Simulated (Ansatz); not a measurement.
**H$_{5}$NOSi···NH$_{3}$···HF: density, localisation and related maps**

```xyz
14

Si   -0.4594    0.2665   -0.5866
N     0.4080   -1.7736    0.1860
H     0.0463   -0.3282   -1.8477
H    -1.6445   -0.3021    0.0991
N    -1.0485    1.8041   -1.1717
H     1.0944    0.1398    1.8288
O     0.7418    0.8077    0.4831
H     0.5076   -1.7721    1.1987
F     1.2577   -0.4138    2.5990
H     1.3271   -1.9480   -0.2045
H    -0.1960   -2.5412   -0.0825
H    -0.9056    2.0733   -2.1308
H    -1.8883    2.2189   -0.8028
H     0.7594    1.7687    0.4321
```

The product side of a reaction path; geometry: PBE0-D4/def2-TZVP.

The calculation used RKS PBE0-D4/def2-TZVPP (Ansatz).

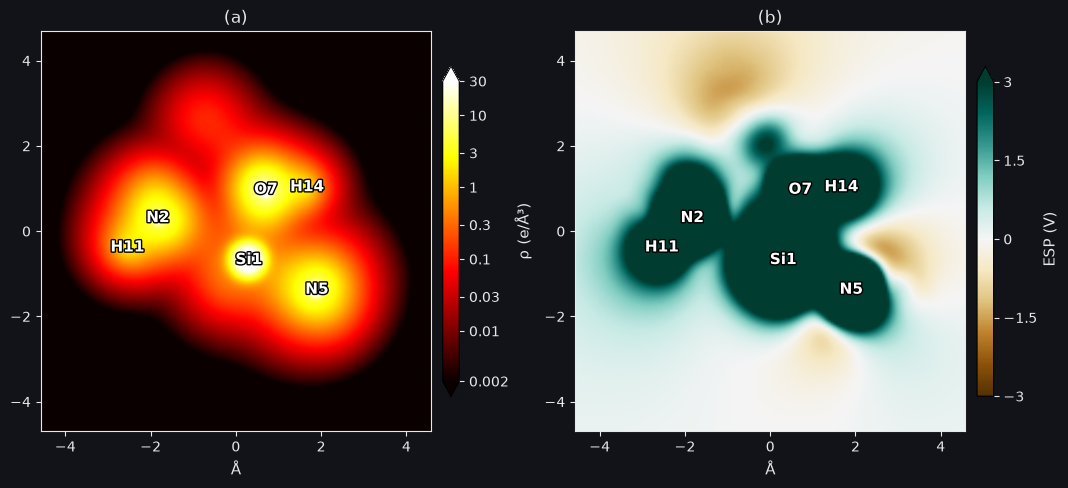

Figure 1. (a) total electron density; (b) molecular electrostatic potential on the plane of atoms Si1, O7 and H14.

**Describe what can be read from this map.**

Atoms in the plane: Si, N, O and H.
Si–O (1.70 Å): ρ is about 1.1 e/Å³ halfway.
Si–N (1.75 Å): ρ at the midpoint is about 1.1 e/Å³.
O–H (0.96 Å): ρ at the midpoint is about 3.8 e/Å³.
N–H (1.01 Å): the density is about 2.9 e/Å³ at the midpoint.
Outside the dense part of the complex the potential is most negative (−1.5 V) near F9, which lies off the plane.

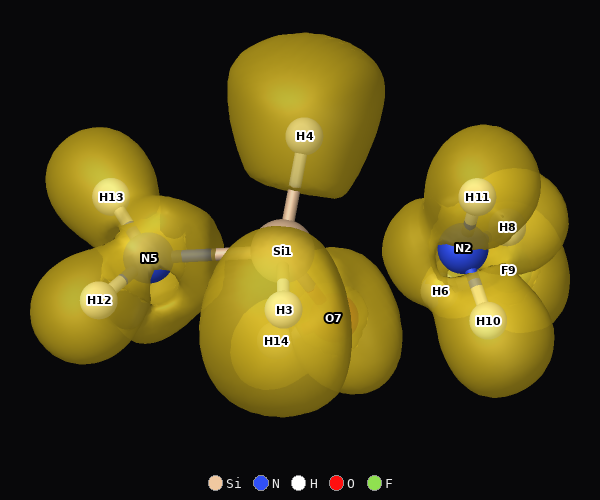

Figure 2. Isosurface of the ELF at 0.75 (yellow), seen from one side. Core shells and regions of very low density are left out.

**Identify the bonds, lone pairs and shells in this picture.**

The surface consists of two regions around hydrogen nuclei, one joined region spread over several atoms (F, H), in which their bonds and any lone pairs are merged, two joined regions spread over several atoms (H, N), in which their bonds and any lone pairs are merged and one joined region spread over several atoms (H, O), in which their bonds and any lone pairs are merged.


O7···H6 (1.54 Å): the ELF dips to about 0.25 between them (a closed-shell contact with the geometry of a hydrogen bond). Si–O (1.70 Å): the ELF peaks at about 0.90 between the atoms, as expected for a shared but strongly polarised pair.

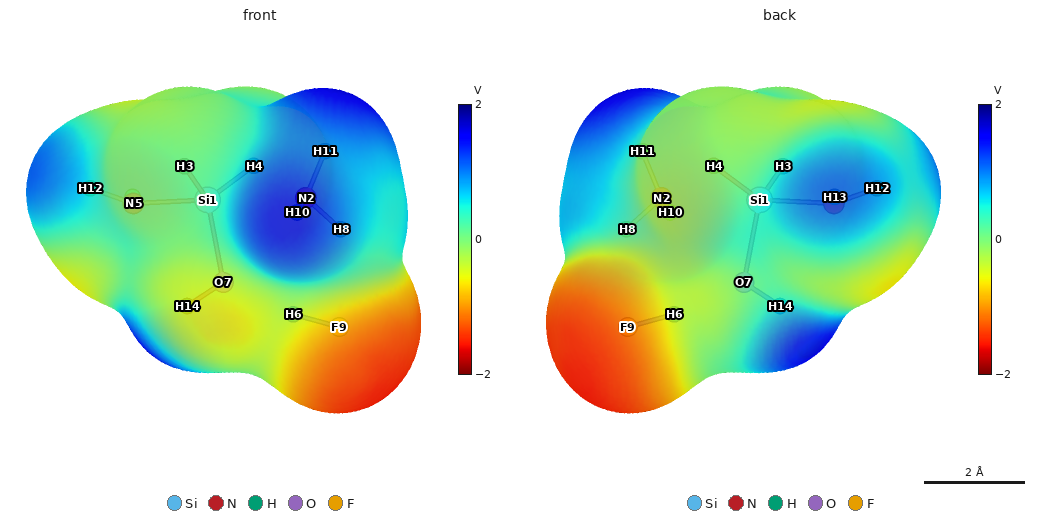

Figure 3. The electrostatic potential painted on the density surface at 0.001 e/bohr³, seen from the front and from behind; the colour scale runs from red (negative) to blue (positive).

**Describe the electrostatic potential map.**

The most negative region (about −1.5 V) lies over F9, the most positive (about +1.6 V) over H11 and H14.
